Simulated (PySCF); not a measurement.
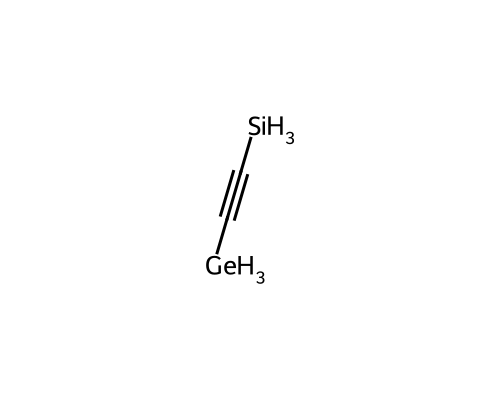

(Drawn from a calculation with PySCF.)

2D structure.

Question: Transcribe the drawing into SMILES.

Answer: [SiH3]C#[C][GeH3]

Question: What is the molecular formula?

Answer: C2H6GeSi.
